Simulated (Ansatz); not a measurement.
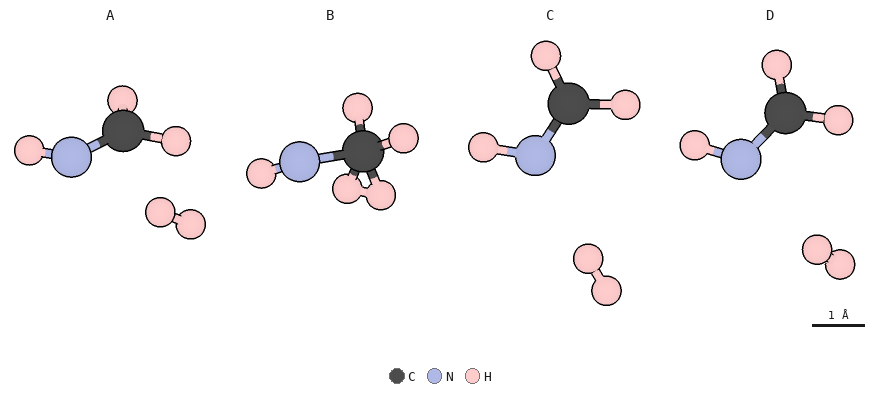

4 geometries from one relaxation of CH5N, in shuffled order. A ball-and-stick model, seen from a free direction.

It is one of the separated reactants of a reaction.

The calculation used RKS PBE-D4/def2-SVP (Ansatz). (force threshold 0.03 eV/Å; at most 250 steps)

> Order the frames from highest to lowest energy.

B, A, D, C. They are steps 0, 7, 21, 40, at +6.012 eV, +0.308 eV, +0.057 eV relative to the last. After 33 accepted moves (40 points after the start) the energy has fallen by 6.012 eV. Largest force component: 9.7 eV/Å at the start, 0.021 eV/Å at the end. The line search rejected the trial steps at points 10, 15, 19, 25, 26, 30, 33 of the run. The forces were under the threshold at step 34, but the run went on from there. The atom that moves furthest after the best rigid fit is an H atom (1.97 Å). By element the largest moves are H 1.97 Å, C 1.05 Å, N 0.80 Å. Near-neighbour distances that change, for instance: C–H 1.100 → 4.062 Å, C–H 1.060 → 3.331 Å, C–N 1.453 → 1.276 Å, H–H 0.675 → 0.774 Å. Bonds break: C–H (1.06 → 3.33 Å), C–H (1.10 → 4.06 Å). Bond angles that change, for instance: N–C–H 109.4° → 125.6°, N–C–H 109.4° → 118.8°, H–C–H 106.9° → 115.6°.
